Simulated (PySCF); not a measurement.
# CH$_{7}$OSi$_{2}$ (SMILES C[Si](O)[SiH3]) (doublet): what the fields show

```xyz
11

Si   -0.1542   -0.4636    0.6643
Si    1.8905    0.0347   -0.3607
C    -1.6022   -0.2949   -0.5368
O    -0.3096    0.5829    1.9715
H     2.0641   -0.9039   -1.5147
H     1.9558    1.4377   -0.8871
H     3.0229   -0.1697    0.5929
H    -2.5566   -0.5963   -0.0764
H    -1.7016    0.7472   -0.8845
H    -1.4361   -0.9397   -1.4143
H    -1.1401    0.5371    2.4561
```

Geometry: PBE0-D3(BJ)/def2-SVP.

These are results of UKS B3LYP, IGLO-III on C O Si, pcH-1 on H, non-relativistic, mean-field spin-orbit, GIAO in PySCF, not measurements.

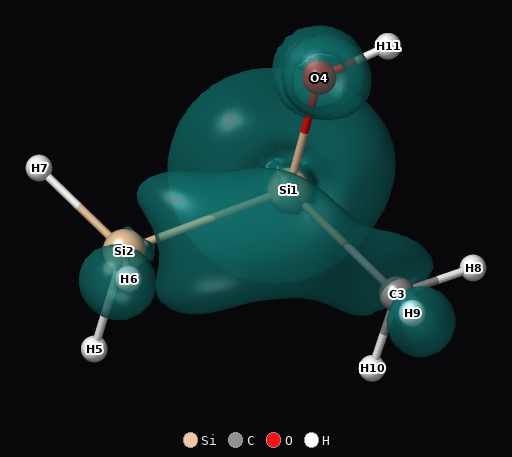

Figure 1. Isosurface of the spin density at +0.015 e/Å³ (teal), seen at a tilt.

**Where is the unpaired spin?**

The unpaired spin (1 electron) lies mostly on Si1 (about 0.7), Si2 (about 0.1) and O4 (about 0.1), in electrons by Hirshfeld's partition.

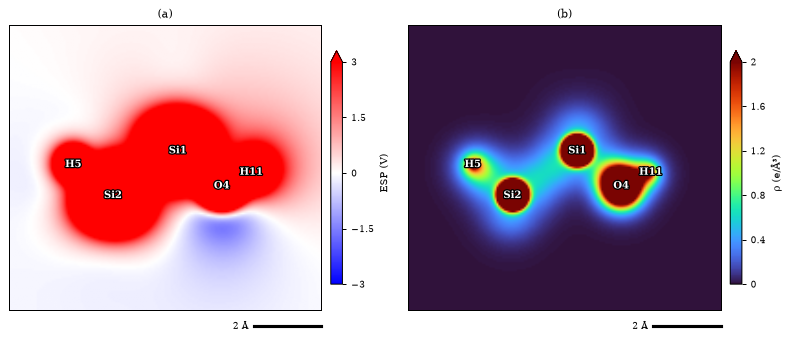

Figure 2. (a) electrostatic potential; (b) electron density on the plane of atoms Si1, Si2 and H5.

**What does the map show?**

The section cuts through Si, O and H sites.
Si–O (1.68 Å): the density is about 1.1 e/Å³ at the midpoint.
Si–Si (2.34 Å): ρ is about 0.62 e/Å³ halfway.
O–H (0.96 Å): the density is about 3.7 e/Å³ at the midpoint.
Si–H (1.50 Å): the density is about 0.78 e/Å³ at the midpoint.
Outside the dense part of the molecule the potential is most negative (−1.6 V) near O4.

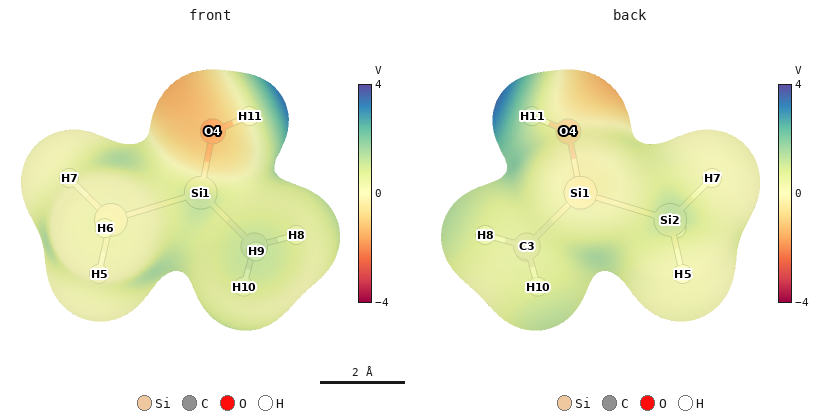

Figure 3. The molecular electrostatic potential painted on the density surface at 0.004 e/bohr³, seen from the front and from behind; the colour scale runs from red (negative) to blue (positive).

**Describe the electrostatic potential map.**

The most negative region (about −1.5 V, or −35 kcal/mol for a unit charge) lies over O4, the most positive (about +3.3 V, or +76 kcal/mol for a unit charge) over H11. O4 is the likeliest acceptor of a hydrogen bond.
